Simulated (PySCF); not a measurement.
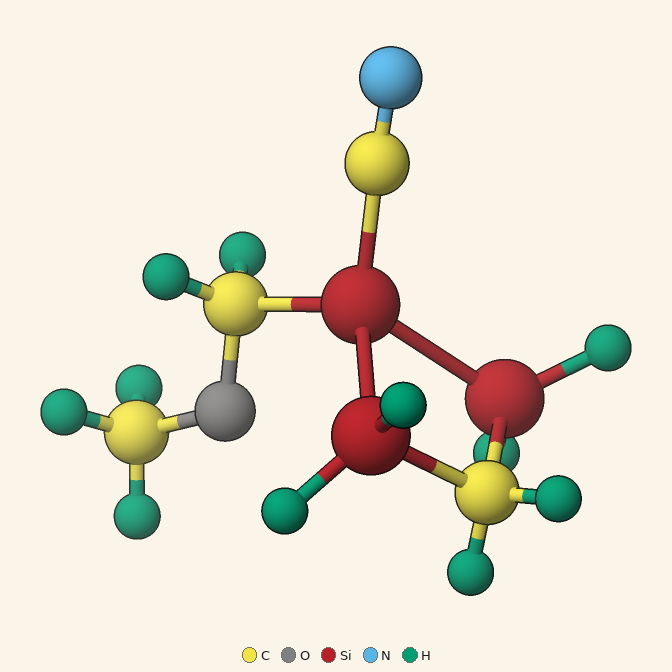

The geometry was computed by an optimisation with GFN2-xTB. No frequency run is at hand to confirm it as a minimum. Method: PBE0/pcSseg-1, gas phase (PySCF 2.14.0).

Computed properties:

The species is C₄H₁₁NOSi₃ (`COC[Si]1(C#N)[SiH2]C[SiH2]1`).
- dipole moment: 4.26 D
- HOMO energy (Kohn–Sham orbital): −7.79 eV
- LUMO energy (Kohn–Sham orbital): −1.34 eV
- HOMO–LUMO gap: 6.45 eV

The geometry is semi-empirical. Around Si such bond lengths and angles can be off by a tenth of an ångström or more and by several degrees, and values that hang on the shape move with them.
